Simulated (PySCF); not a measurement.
C₄H₅FOS₂

```tsv
atom	x (Å)	y (Å)	z (Å)
O	-3.2678	0.9170	0.8792
C	-2.4984	0.9198	-0.0501
C	-1.2781	0.1257	-0.1414
C	-0.9171	-0.6780	0.8628
S	0.4835	-1.6999	0.9703
S	1.4709	-1.4540	-0.7997
C	2.5882	-0.0557	-0.4232
F	1.9375	1.1333	-0.4918
H	-2.6774	1.5551	-0.9377
H	-0.6877	0.2206	-1.0405
H	-1.5223	-0.7505	1.7552
H	3.3704	-0.0652	-1.1850
H	2.9938	-0.1675	0.5842
```

Geometry: GFN2-xTB.

Theory: CAM-B3LYP/def2-SVPD, SCF density, gas phase in PySCF 2.14.0.

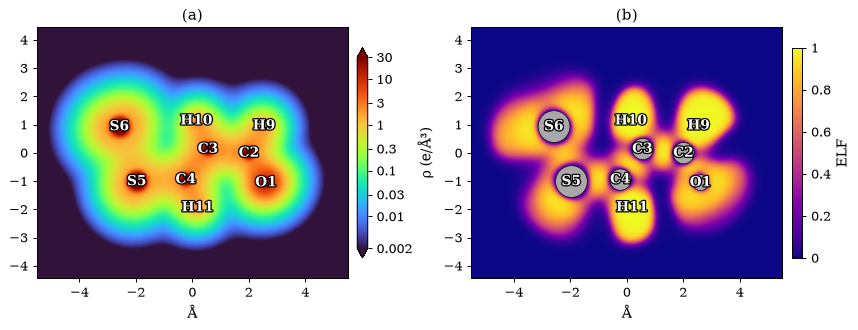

Figure 1. (a) total electron density; (b) ELF on the plane of atoms O1, C2 and H9. Grey discs cover the atomic cores in the ELF map.

Q: Interpret the plot.

A: Atoms in the plane: O, C, S and H. C–O (1.21 Å): ρ at the midpoint is about 3.4 e/Å³; the ELF peaks at about 0.85 between the atoms; a multiple bond. C–C (1.34 Å): ρ is about 2.3 e/Å³ halfway; the ELF peaks at about 0.95 between the atoms (a multiple bond). C–S (1.74 Å): ρ is about 1.4 e/Å³ halfway; the ELF peaks at about 0.95 between the atoms; a covalent bond. S–S (2.04 Å): ρ at the midpoint is about 1 e/Å³; the ELF peaks at about 0.85 between the atoms, as expected for a covalent bond. C–H (1.08 Å): ρ is about 2 e/Å³ halfway; the ELF climbs to about 1 towards the hydrogen, as it does in any bond to H; an ordinary covalent bond to hydrogen. The ELF also peaks beside S5, O1 and S6, away from the bonds: lone-pair regions.

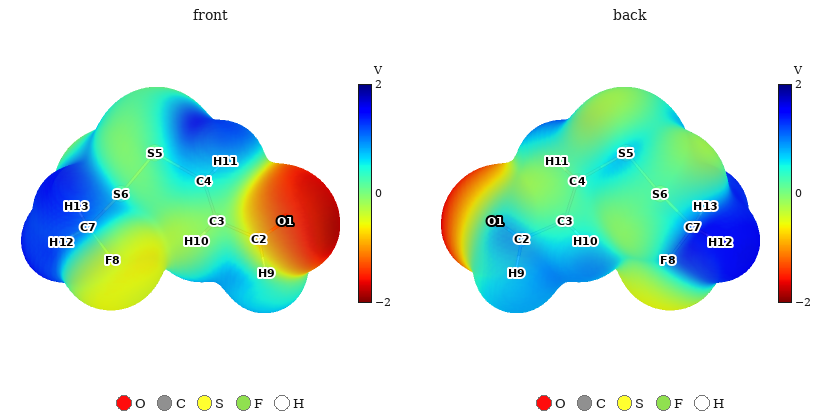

Figure 2. The electrostatic potential painted on the density surface at 0.002 e/bohr³, seen from the front and from behind; the colour scale runs from red (negative) to blue (positive).

Q: Where is the surface potential most negative and most positive?

A: The most negative region (about −1.8 V, or −42 kcal/mol for a unit charge) lies over O1, the most positive (about +1.6 V, or +37 kcal/mol for a unit charge) over S6 and H12. O1 is the likeliest acceptor of a hydrogen bond.

Q: What dipole moment does the calculation give?

A: Its dipole moment is 4.10 D.
